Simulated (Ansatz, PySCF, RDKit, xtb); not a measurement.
# Isomers of AlN2H5, a sample narrowed down

Which of a sample of isomers of AlN2H5 is the most stable in the gas at 298.15 K, and what are its properties? The sample is small against all isomers, and the most stable one of this formula need not be in it.

Plan: many cheap relaxations first (GFN2-xTB), then density-functional screening, relaxation at PBE0-D4/def2-SVP, vibrations and a final energy. The numbers are computed, not measured.

### Step 1. Candidates

Isomers were drawn by moving bonds and hydrogen atoms under normal valences; this is a sample, not all of them. O–O, O–halogen and N–halogen bonds and N–N–N chains are not drawn. That gives 2 candidates.

| label | SMILES | spin |
| --- | --- | --- |
| c428 | [NH2][AlH][NH2] | singlet |
| c445 | N[NH][AlH2] | singlet |

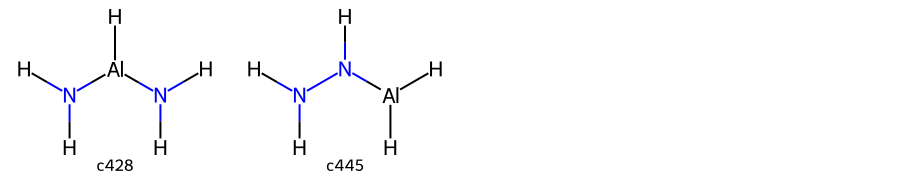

Structural formulas of the candidates.

Candidates are built by distance geometry, with a force field where one applies, in up to four conformers (letters a to d).

### Step 2. Cheap relaxation of all starts

All 3 starts are relaxed the same way. One of them, c428b (drawn by moving bonds, embedded by distance geometry and UFF), in full:

start.xyz reads:

```xyz
8
c428b
Al     1.640550    -0.858334    -1.790448
N      1.969143    -1.650224    -3.549678
N      0.156372    -1.425854    -0.736346
H      2.929779    -2.025441    -3.499246
H      2.012427    -0.824202    -4.178596
H      2.684065     0.243086    -1.253982
H     -0.689846    -1.177146    -1.341832
H      0.278336    -2.435482    -0.668484
```

Launch:

```console
$ xtb start.xyz --gfn 2 --opt
```

The log of the run, shortened:

```text
* xtb version 6.7.1
[...]
          :  # basis functions                  23          :
[...]
          :  # electrons                        18          :
[...]
          :  Hamiltonian                  GFN2-xTB          :
[...]
          :  net charge                          0          :
          :  unpaired electrons                  0          :
[...]
   *** convergence criteria satisfied after 13 iterations ***
[...]
   *** GEOMETRY OPTIMIZATION CONVERGED AFTER 66 ITERATIONS ***
[...]
   *** convergence criteria satisfied after 3 iterations ***
[...]
         ::                     SUMMARY                     ::
         :::::::::::::::::::::::::::::::::::::::::::::::::::::
         :: total energy              -9.497042640592 Eh    ::
         :: gradient norm              0.000724454578 Eh/a0 ::
         :: HOMO-LUMO gap              4.775614793271 eV    ::
         ::.................................................::
         :: SCC energy                -9.609900206027 Eh    ::
         :: -> isotropic ES            0.055457556342 Eh    ::
         :: -> anisotropic ES          0.006355268267 Eh    ::
         :: -> anisotropic XC          0.000707543252 Eh    ::
         :: -> dispersion             -0.002742946558 Eh    ::
         :: repulsion energy           0.112857565435 Eh    ::
         :: add. restraining           0.000000000000 Eh    ::
         :: total charge              -0.000000000000 e     ::
         :::::::::::::::::::::::::::::::::::::::::::::::::::::
[...]
         9        2.0000           -0.3681425             -10.0177 (HOMO)
        10                         -0.1926419              -5.2421 (LUMO)
[...]
     #   Z          covCN         q      C6AA      α(0)
     1  13 Al       2.456     0.299    98.647    20.521
     2   7 N        2.504    -0.414    30.824     8.245
     3   7 N        2.504    -0.414    30.820     8.245
     4   1 H        0.861     0.166     1.295     1.783
     5   1 H        0.861     0.166     1.296     1.783
     6   1 H        0.885    -0.135     6.994     4.139
     7   1 H        0.861     0.166     1.296     1.783
     8   1 H        0.861     0.166     1.298     1.784
[...]
     #   Z sym  total        # sym  WBO       # sym  WBO       # sym  WBO
 ---------------------------------------------------------------------------
     1  13 Al   3.671 --     2 N    1.303     3 N    1.303     6 H    0.882
     2   7 N    3.227 --     1 Al   1.303     4 H    0.924     5 H    0.921
     3   7 N    3.227 --     1 Al   1.303     7 H    0.924     8 H    0.922
     4   1 H    0.972 --     2 N    0.924
     5   1 H    0.972 --     2 N    0.921
     6   1 H    0.982 --     1 Al   0.882
     7   1 H    0.972 --     3 N    0.924
     8   1 H    0.972 --     3 N    0.922
 ---------------------------------------------------------------------------
[...]
molecular dipole:
                 x           y           z       tot (Debye)
 q only:       -0.251      -0.317      -0.228
   full:       -0.309      -0.390      -0.280       1.451
molecular quadrupole (traceless):
[...]
          | TOTAL ENERGY               -9.497042640592 Eh   |
          | GRADIENT NORM               0.000724454578 Eh/α |
          | HOMO-LUMO GAP               4.775614793271 eV   |
           -------------------------------------------------
[...]
```

Wall time 0.11 s (2 threads of Intel Xeon 6975P-C (Granite Rapids), shared host).

### Step 3. The minima found

3 of the 3 relaxations converged; 1 ended on a minimum already found. 2 distinct structures remain:

| label | start | SMILES after | spin | energy (kcal/mol) |
| --- | --- | --- | --- | --- |
| c428b | drawn | [NH2][AlH][NH2] | singlet | 0.0 |
| c445a | drawn | N[NH][AlH2] | singlet | 42.1 |

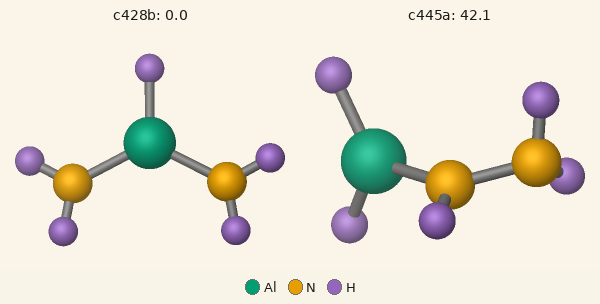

The 2 lowest minima that did not fall apart, with their GFN2-xTB energies in kcal/mol.

### Step 4. Screening with a density functional

A choice of the minima (the low ones first, few conformers of a pattern, up to a cap) and the lowest that fell apart get a single point at r2SCAN-D4/def2-SVP on the tight-binding geometry, and one at HF/STO-3G for comparison. The lowest singlets are also tried as triplets at the same geometry (label ending in t). The first, c428b:

input.yaml reads:

```yaml
crystal:
  periodic: [false, false, false]
  atoms:
    - {symbol: Al, position_ang: [1.669808, -0.896835, -1.858199]}
    - {symbol: N, position_ang: [2.292546, -1.445503, -3.431209]}
    - {symbol: "N", position_ang: [0.165117, -1.448739, -1.087044]}
    - {symbol: H, position_ang: [3.172250, -1.156297, -3.839498]}
    - {symbol: H, position_ang: [1.838873, -2.077362, -4.079375]}
    - {symbol: H, position_ang: [2.499150, 0.137194, -1.101964]}
    - {symbol: H, position_ang: [-0.211626, -1.069398, -0.226994]}
    - {symbol: H, position_ang: [-0.445291, -2.196657, -1.394328]}
basis:
  gaussian:
    orbitals: def2-SVP
hamiltonian:
  xc: {name: r2SCAN}
  dispersion: d4
scf:
  lower_state_search: "off"
output: {orbitals: {seedname: orbitals}}
```

Launch:

```console
$ ansatz run input.yaml --threads 2 --pin off --max-ram 5220MiB --events-out events.jsonl --progress --plain --runs-dir runs
```

The log of the run, shortened:

```text
Warning: RAYON_NUM_THREADS=2 ignored (pool sized by the plan → 2); use --threads N
Functional definition: r2SCAN
  name "r2SCAN"
[...]
827 factors; their error is unknown
[...]
mean field -9653.28206796 eV, -354.7515727681 hartree, gradient 2.1e-6 eV, S^2 0.000000; 0 other end points of the search recorded, 0 dependent functions left out
reference -9653.28207860 eV, -354.7515731591 hartree; 16, 16 occupied and 55, 55 virtual orbitals, 827 factors
Total energy: -9653.30760974 eV, -354.7525114109 hartree
Checks for a lower state left out: stability, starts, cluster_reference, orbital_swaps, neighbouring_geometries, increment
```

It took 0.48 s on 2 threads of Intel Xeon 6975P-C (Granite Rapids), shared host.

Relative energies in kcal/mol, each column from its lowest structure that stays in one piece:

| label | SMILES | spin | GFN2-xTB | HF/STO-3G | r2SCAN-D4/def2-SVP |
| --- | --- | --- | --- | --- | --- |
| c428b | [NH2][AlH][NH2] | singlet | 0.0 | 0.0 | 0.0 |
| c445a | N[NH][AlH2] | singlet | 42.1 | 59.3 | 74.9 |
| c428bt | [NH2][AlH][NH2] | triplet | – | – | 121.4 |
| c445at | N[NH][AlH2] | triplet | – | – | 147.5 |

### Step 5. Relaxing the best candidates

3 candidates are relaxed at PBE0-D4/def2-SVP (chosen among the lowest in one piece, with other spins of them). The first, c428b:

Edit input.yaml of step 4 so:

```diff
@@ -5,3 +5,3 @@
     - {symbol: N, position_ang: [2.292546, -1.445503, -3.431209]}
-    - {symbol: "N", position_ang: [0.165117, -1.448739, -1.087044]}
+    - {symbol: N, position_ang: [0.165117, -1.448739, -1.087044]}
     - {symbol: H, position_ang: [3.172250, -1.156297, -3.839498]}
@@ -15,3 +15,3 @@
 hamiltonian:
-  xc: {name: r2SCAN}
+  xc: {name: PBE0}
   dispersion: d4
@@ -19,2 +19,3 @@
   lower_state_search: "off"
-output: {orbitals: {seedname: orbitals}}
+relax:
+  f_tol: 0.003
```

Launch:

```console
$ ansatz run input.yaml --threads 2 --pin off --max-ram 5220MiB --events-out events.jsonl --progress --plain --runs-dir runs
```

The log of the run, shortened:

```text
Warning: RAYON_NUM_THREADS=2 ignored (pool sized by the plan → 2); use --threads N
[...]
Functional definition: PBE0
  name "PBE0"
[...]
757 factors; integrals over basis functions are off by at most 2.3e-4 eV
[...]
mean field -9649.05125770 eV, -354.5960933587 hartree, gradient 4.8e-6 eV, S^2 0.000000; 0 other end points of the search recorded, 0 dependent functions left out
[...]
reference -9649.05128544 eV, -354.5960943781 hartree; 16, 16 occupied and 55, 55 virtual orbitals, 757 factors
relax step   1: F+E_penalty+E_count = -9649.14038519 eV  Δ(F+E_penalty+E_count) = +0.000e0 eV  max|allowed force component| = 6.352e-1 eV/Å  Δτ_max = 0.0000 Å  (12 SCF iters, accepted)
[...]
relax step   5: F+E_penalty+E_count = -9649.19036126 eV  Δ(F+E_penalty+E_count) = -7.332e-5 eV  max|allowed force component| = 4.309e-3 eV/Å  Δτ_max = 0.0030 Å  (13 SCF iters, accepted)
[...]
Total energy: -9649.19039130 eV, -354.6012064240 hartree
Atom 0 at     1.696070    -0.860262    -1.833964 Å, force    -0.000061    -0.000076    -0.000053 eV/Å
Atom 1 at     2.257740    -1.461418    -3.406796 Å, force    -0.000083    -0.000040     0.000004 eV/Å
Atom 2 at     0.184446    -1.460092    -1.122724 Å, force     0.000055     0.000049     0.000057 eV/Å
Atom 3 at     3.112645    -1.150464    -3.853365 Å, force    -0.000051     0.000037    -0.000007 eV/Å
Atom 4 at     1.798035    -2.148531    -3.992607 Å, force     0.000164    -0.000027    -0.000031 eV/Å
Atom 5 at     2.552572     0.222616    -1.057075 Å, force     0.000066     0.000053     0.000019 eV/Å
Atom 6 at    -0.177528    -1.147921    -0.229132 Å, force    -0.000038    -0.000089    -0.000004 eV/Å
Atom 7 at    -0.443154    -2.147525    -1.522947 Å, force    -0.000051     0.000092     0.000015 eV/Å
Dipole moment:    -0.159610    -0.201799    -0.144769 e Å
Checks for a lower state left out: stability, starts, cluster_reference, orbital_swaps, neighbouring_geometries, increment
```

It took 3.3 s on 2 threads of Intel Xeon 6975P-C (Granite Rapids), shared host.

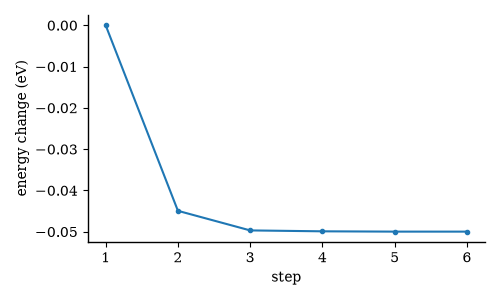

Energy along the run, all evaluated steps.

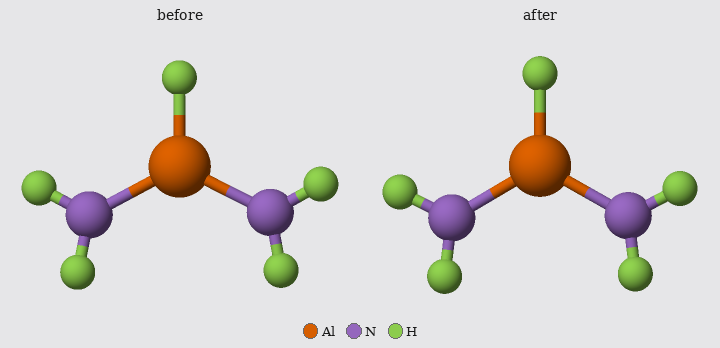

Before and after, at one scale.

After the run. Bond lengths: Al1–N2 1.775 Å, Al1–N3 1.775 Å, N2–H4 1.013 Å, N2–H5 1.013 Å, Al1–H6 1.584 Å, N3–H7 1.013 Å, N3–H8 1.013 Å. Angles: N2–Al1–N3 120.7°, Al1–N2–H4 123.6°, Al1–N2–H5 126.8°, N2–Al1–H6 119.7°, N3–Al1–H6 119.7°, Al1–N3–H7 123.6°, Al1–N3–H8 126.8°, H4–N2–H5 109.6°, H7–N3–H8 109.6°.

### Step 6. The relaxed candidates

| label | spin | r2SCAN-D4/def2-SVP (kcal/mol) | PBE0-D4/def2-SVP, relaxed (kcal/mol) | time |
| --- | --- | --- | --- | --- |
| c428b | singlet | 0.0 | 0.0 | 3.3 s |
| c445a | singlet | 74.9 | 58.9 | 9.3 s |
| c428bt | triplet | 121.4 | 75.8 | 22 s |

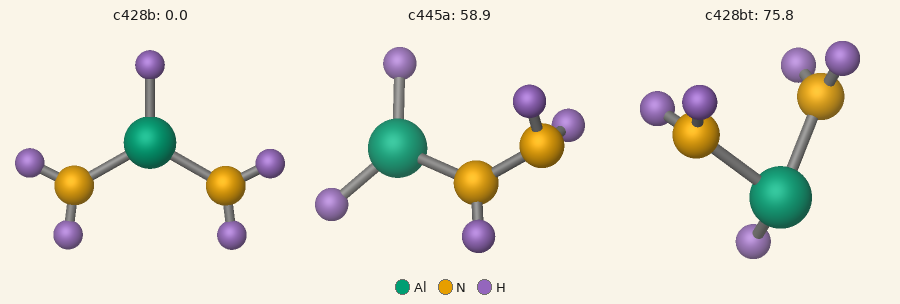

The relaxed structures, with energies at PBE0-D4/def2-SVP in kcal/mol.

### Step 7. Are they minima? Harmonic frequencies

The lowest few in one piece go on as finalists. Harmonic vibrations at PBE0-D4/def2-SVP test each finalist and give the zero-point energy and the thermal terms. The first, c428b:

input.yaml reads:

```yaml
crystal:
  periodic: [false, false, false]
  atoms:
    - {symbol: Al, position_ang: [1.696070, -0.860262, -1.833964]}
    - {symbol: "N", position_ang: [2.257740, -1.461418, -3.406796]}
    - {symbol: "N", position_ang: [0.184446, -1.460092, -1.122724]}
    - {symbol: H, position_ang: [3.112645, -1.150464, -3.853365]}
    - {symbol: H, position_ang: [1.798035, -2.148531, -3.992607]}
    - {symbol: H, position_ang: [2.552572, 0.222616, -1.057075]}
    - {symbol: H, position_ang: [-0.177528, -1.147921, -0.229132]}
    - {symbol: H, position_ang: [-0.443154, -2.147525, -1.522947]}
basis:
  gaussian:
    orbitals: def2-SVP
hamiltonian:
  xc: {name: PBE0}
  dispersion: d4
scf:
  lower_state_search: off
phonons: {}
```

Launch:

```console
$ ansatz run input.yaml --threads 2 --pin off --max-ram 5220MiB --events-out events.jsonl --progress --plain --runs-dir runs
```

The log of the run, shortened:

```text
Warning: RAYON_NUM_THREADS=2 ignored (pool sized by the plan → 2); use --threads N
[... 2 set-up lines as earlier in the session ...]
[...]
757 factors; integrals over basis functions are off by at most 2.3e-4 eV
[...]
mean field -9649.10055411 eV, -354.5979049684 hartree, gradient 8.3e-6 eV, S^2 0.000000; 0 other end points of the search recorded, 0 dependent functions left out
[...]
reference -9649.10058226 eV, -354.5979060026 hartree; 16, 16 occupied and 55, 55 virtual orbitals, 757 factors
[...]
757 factors; integrals over basis functions are off by at most 2.3e-4 eV
[...]
mean field -9649.10047356 eV, -354.5979020080 hartree, gradient 2.6e-6 eV, S^2 0.000000; 0 other end points of the search recorded, 0 dependent functions left out
[...]
reference -9649.10050170 eV, -354.5979030422 hartree; 16, 16 occupied and 55, 55 virtual orbitals, 757 factors
[...]
757 factors; integrals over basis functions are off by at most 2.3e-4 eV
[...]
Atom 1 at     2.257740    -1.461418    -3.406796 Å, force    -0.000086    -0.000031     0.000022 eV/Å
Atom 2 at     0.184446    -1.460092    -1.122724 Å, force     0.000060     0.000066     0.000081 eV/Å
Atom 3 at     3.112645    -1.150464    -3.853365 Å, force    -0.000043     0.000039    -0.000014 eV/Å
Atom 4 at     1.798035    -2.148531    -3.992607 Å, force     0.000160    -0.000035    -0.000038 eV/Å
Atom 5 at     2.552572     0.222616    -1.057075 Å, force     0.000068     0.000055     0.000022 eV/Å
Atom 6 at    -0.177528    -1.147921    -0.229132 Å, force    -0.000029    -0.000092    -0.000017 eV/Å
Atom 7 at    -0.443154    -2.147525    -1.522947 Å, force    -0.000060     0.000079     0.000004 eV/Å
Dipole moment:    -0.159610    -0.201799    -0.144768 e Å
Vibrations: 203.37 255.52 347.46 370.61 400.30 504.20 532.28 675.39 720.21 777.46 894.24 1525.47 1533.93 1956.09 3622.48 3623.16 3713.96 3714.35 cm⁻¹, zero-point energy 1.572770 eV
Checks for a lower state left out: stability, starts, cluster_reference, orbital_swaps, neighbouring_geometries, increment
```

It took 20 s on 2 threads of Intel Xeon 6975P-C (Granite Rapids), shared host.

### Step 8. Thermal terms of the finalists

At 298.15 K and 1 atm, ideal gas, rigid rotor and harmonic oscillator:

| label | SMILES | spin | point group | lowest mode (cm⁻¹) | zero-point (kcal/mol) | G − E (kcal/mol) |
| --- | --- | --- | --- | --- | --- | --- |
| c428b | [NH2][AlH][NH2] | singlet | C2v | 203 | 36.3 | 19.7 |
| c445a | N[NH][AlH2] | singlet | Cs | 153 | 35.7 | 18.8 |
| c428bt | [NH2][AlH][NH2] | triplet | Cs | 252 | 35.4 | 17.8 |

### Step 9. Last filter: a higher level

Each finalist gets a single point at CCSD(T)/def2-TZVP.

c428b, CCSD(T)/def2-TZVP:

input.yaml reads:

```yaml
basis:
  gaussian: {orbitals: def2-TZVP}
crystal:
  periodic: [false, false, false]
  atoms:
    - symbol: Al
      position_ang: [1.696070, -0.860262, -1.833964]
    - symbol: "N"
      position_ang: [2.257740, -1.461418, -3.406796]
    - symbol: N
      position_ang: [0.184446, -1.460092, -1.122724]
    - symbol: H
      position_ang: [3.112645, -1.150464, -3.853365]
    - symbol: H
      position_ang: [1.798035, -2.148531, -3.992607]
    - symbol: H
      position_ang: [2.552572, 0.222616, -1.057075]
    - symbol: H
      position_ang: [-0.177528, -1.147921, -0.229132]
    - symbol: H
      position_ang: [-0.443154, -2.147525, -1.522947]
correlation: {method: ccsd_t, frozen_orbitals: {"N": 1, H: 0, Al: 5}}
```

Launch:

```console
$ ansatz run input.yaml --threads 2 --pin off --max-ram 5220MiB --events-out events.jsonl --progress --plain --runs-dir runs
```

The log of the run, shortened:

```text
Warning: RAYON_NUM_THREADS=2 ignored (pool sized by the plan → 2); use --threads N
Functional definition: HF
  name "HF"
[...]
868 factors; integrals over basis functions are off by at most 1.0e-3 eV
[...]
mean field -9628.96782782 eV, -353.8580409236 hartree, gradient 3.4e-6 eV, S^2 0.000000; 0 other end points of the search recorded, 0 dependent functions left out
7 core orbitals not correlated: weight in the atoms' cores, before any rotation towards them, 1.000 or more for the frozen orbitals, at most 0.000 for the correlated occupied ones
reference -9628.96782782 eV, -353.8580409236 hartree; 9, 9 occupied and 113, 113 virtual orbitals, 868 factors
second order -13.65304367 eV of doubles, -0.00000000 eV of singles
cycle   1  -14.00527751 eV  change   -3.5e-1 eV  update   7.2e-2
[...]
cycle   9  -14.38986448 eV  change    5.2e-6 eV  update   8.8e-6
perturbative correction -0.49424634 eV, -0.0181632181 hartree
Total energy: -9643.85193864 eV, -354.4050219075 hartree
```

Wall time 5.7 s (2 threads of Intel Xeon 6975P-C (Granite Rapids), shared host); peak memory 0.77 GiB.

### Step 10. c445a at CCSD(T)/def2-TZVP

input.yaml reads:

```yaml
basis:
  gaussian: {orbitals: def2-TZVP}
crystal:
  periodic: [false, false, false]
  atoms:
    - symbol: Al
      position_ang: [0.546151, -0.660629, -1.199406]
    - symbol: "N"
      position_ang: [2.372791, -1.825815, -3.117089]
    - symbol: N
      position_ang: [1.147040, -1.819281, -2.414425]
    - symbol: H
      position_ang: [3.152007, -1.858911, -2.461588]
    - symbol: H
      position_ang: [2.474592, -0.964527, -3.651682]
    - symbol: H
      position_ang: [0.591690, -2.621087, -2.702126]
    - symbol: H
      position_ang: [1.497846, 0.555262, -0.825723]
    - symbol: H
      position_ang: [-0.891262, -0.932962, -0.585561]
correlation: {method: ccsd_t, frozen_orbitals: {"N": 1, H: 0, Al: 5}}
```

Launch:

```console
$ ansatz run input.yaml --threads 2 --pin off --max-ram 5220MiB --events-out events.jsonl --progress --plain --runs-dir runs
```

The log of the run, shortened:

```text
Warning: RAYON_NUM_THREADS=2 ignored (pool sized by the plan → 2); use --threads N
[... 2 set-up lines as earlier in the session ...]
[...]
876 factors; integrals over basis functions are off by at most 1.2e-3 eV
[...]
mean field -9626.10338400 eV, -353.7527745547 hartree, gradient 6.1e-6 eV, S^2 0.000000; 0 other end points of the search recorded, 0 dependent functions left out
7 core orbitals not correlated: weight in the atoms' cores, before any rotation towards them, 1.000 or more for the frozen orbitals, at most 0.000 for the correlated occupied ones
reference -9626.10338400 eV, -353.7527745547 hartree; 9, 9 occupied and 113, 113 virtual orbitals, 876 factors
second order -13.55294054 eV of doubles, -0.00000000 eV of singles
cycle   1  -13.94452224 eV  change   -3.9e-1 eV  update   8.1e-2
[...]
cycle  10  -14.39912447 eV  change    6.7e-6 eV  update   8.8e-6
perturbative correction -0.51468054 eV, -0.0189141612 hartree
Total energy: -9641.01718901 eV, -354.3008467801 hartree
```

It took 4.5 s on 2 threads of Intel Xeon 6975P-C (Granite Rapids), shared host; peak memory 0.77 GiB.

### Step 11. Free energies and the winner

Energies in kcal/mol from c428b; G adds the thermal terms to the CCSD(T)/def2-TZVP energy. The columns left of the relaxed level are at the tight-binding geometries.

| label | SMILES | spin | r2SCAN-D4/def2-SVP | PBE0-D4/def2-SVP | HF/def2-TZVP | MP2/def2-TZVP | CCSD(T)/def2-TZVP | G | share at equilibrium | T1 |
| --- | --- | --- | --- | --- | --- | --- | --- | --- | --- | --- |
| c428b | [NH2][AlH][NH2] | singlet | 0.0 | 0.0 | 0.0 | 0.0 | 0.0 | 0.0 | 100.0 % | 0.010 |
| c445a | N[NH][AlH2] | singlet | 74.9 | 58.9 | 66.1 | 68.4 | 65.4 | 64.5 | < 0.1 % | 0.012 |
| c428bt | [NH2][AlH][NH2] | triplet | 121.4 | 75.8 | 76.6 | 94.3 | 86.2 | 84.3 | < 0.1 % | 0.038 |

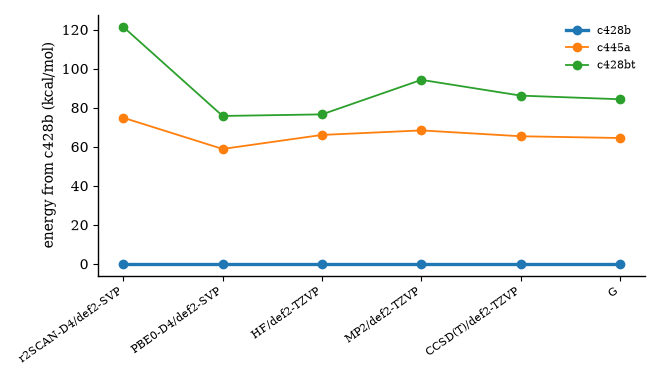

The finalists at each level, measured from c428b.

Lowest found: c428b, `[NH2][AlH][NH2]`, a singlet of point group C2v. Bond lengths: Al1–N2 1.775 Å, Al1–N3 1.775 Å, N2–H4 1.013 Å, N2–H5 1.013 Å, Al1–H6 1.584 Å, N3–H7 1.013 Å, N3–H8 1.013 Å. Angles: N2–Al1–N3 120.7°, Al1–N2–H4 123.6°, Al1–N2–H5 126.8°, N2–Al1–H6 119.7°, N3–Al1–H6 119.7°, Al1–N3–H7 123.6°, Al1–N3–H8 126.8°, H4–N2–H5 109.6°, H7–N3–H8 109.6°.

```xyz
8

Al    1.6961   -0.8603   -1.8340
N     2.2577   -1.4614   -3.4068
N     0.1844   -1.4601   -1.1227
H     3.1126   -1.1505   -3.8534
H     1.7980   -2.1485   -3.9926
H     2.5526    0.2226   -1.0571
H    -0.1775   -1.1479   -0.2291
H    -0.4432   -2.1475   -1.5229
```

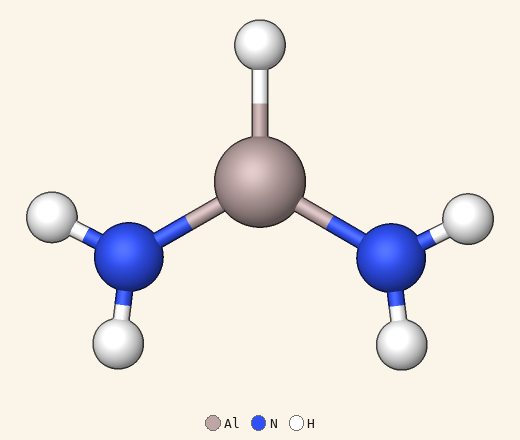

The lowest structure found, seen from a chosen angle (aluminium light grey, nitrogen blue, hydrogen white).

(Part 1 of 2 ends here.)
